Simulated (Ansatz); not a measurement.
BP (zinc blende)

```
BP
1.0
    0.00000     2.27414     2.27414
    2.27414     0.00000     2.27414
    2.27414     2.27414     0.00000
P B
1 1
Cartesian
  3.41121   3.41121   3.41121
  0.00000   0.00000   0.00000
```

Two coordinates are scanned: the volume, and the ratio of the stretch along z (the conventional c axis) to the stretch across it. Atoms keep their fractional coordinates.

Calculation: PBE (plane waves to 420 eV, PAW, scalar-relativistic; Ansatz, an electronic-structure program). k mesh 12×12×12 (Γ-centred), Fermi-Dirac smearing 0.05 eV. The energy includes the smearing's −TS. Compression counts positive. BP was relaxed with its symmetry unable to fall. The PAW data are Ansatz's earlier set. The zero of ΔE is the relaxed starting cell.

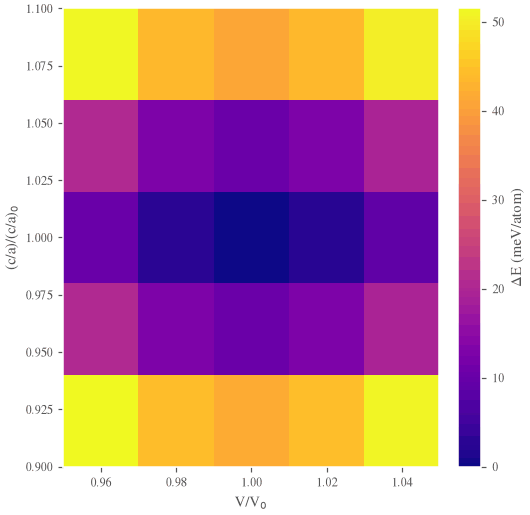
ΔE (meV/atom) over the 5×5 grid of computed points.

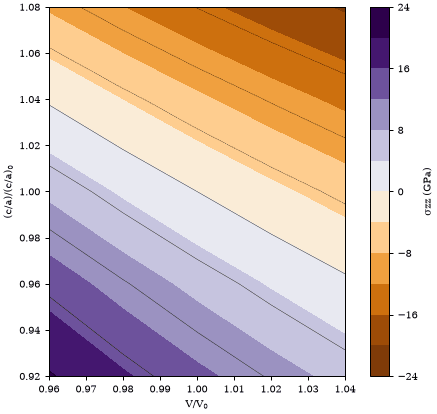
Fig. 1. σzz (GPa) over the 5×5 grid of computed points.

The shear modulus C′ = (C11 − C12)/2 (fit, atoms clamped) is 133 GPa. Highest place on the grid: V/V₀ = 0.960, (c/a)/(c/a)₀ = 0.920 (51.5 meV/atom). Lowest place on the grid: V/V₀ = 1.000, (c/a)/(c/a)₀ = 1.000 (0.0 meV/atom).

Near the relaxed cell σzz − σxx = −2Cδ (compression positive), C being this modulus and δ the logarithm of the ratio.

(A scan under strain: stresses follow from slopes of the energy per volume, elastic moduli from its curvatures.)
